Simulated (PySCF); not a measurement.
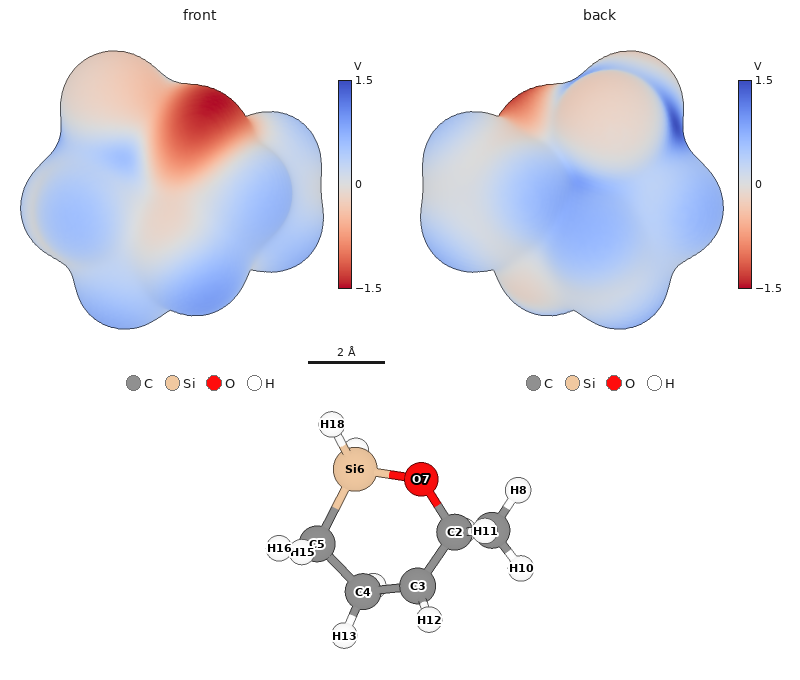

The picture shows: C$_{5}$H$_{11}$OSi (doublet). The molecular electrostatic potential painted on the density surface at 0.002 e/bohr³, seen from the front and from behind; the colour scale runs from red (negative) to blue (positive). The bare structure is drawn below in the same view.

Geometry: GFN2-xTB.

These are results of PySCF 2.14.0, density-fitted response routines, UKS B3LYP, pcH-1 on C H O Si, non-relativistic, mean-field spin-orbit, GIAO, not measurements.

| atom | x (Å) | y (Å) | z (Å) |
| --- | --- | --- | --- |
| C | 2.1290 | -0.3359 | -0.6417 |
| C | 1.0580 | -0.3170 | 0.4634 |
| C | -0.0591 | -1.2429 | 0.1605 |
| C | -1.0973 | -0.8969 | -0.8321 |
| C | -1.8823 | 0.3738 | -0.4320 |
| Si | -0.6107 | 1.7474 | -0.0890 |
| O | 0.6303 | 1.0223 | 0.6560 |
| H | 2.9242 | 0.3592 | -0.3863 |
| H | 1.6855 | -0.0303 | -1.5854 |
| H | 2.5396 | -1.3366 | -0.7433 |
| H | 1.5357 | -0.6098 | 1.4085 |
| H | -0.1521 | -2.1409 | 0.7445 |
| H | -1.7840 | -1.7370 | -0.9609 |
| H | -0.6310 | -0.6945 | -1.8055 |
| H | -2.4627 | 0.1523 | 0.4643 |
| H | -2.5918 | 0.6198 | -1.2205 |
| H | -0.2041 | 2.3405 | -1.3711 |
| H | -1.0361 | 2.7329 | 0.8941 |

Describe the electrostatic potential map.

Answer. The most negative region (about −1.5 V) lies over O7, the most positive (about +1.2 V) over Si6. O7 is the likeliest acceptor of a hydrogen bond.
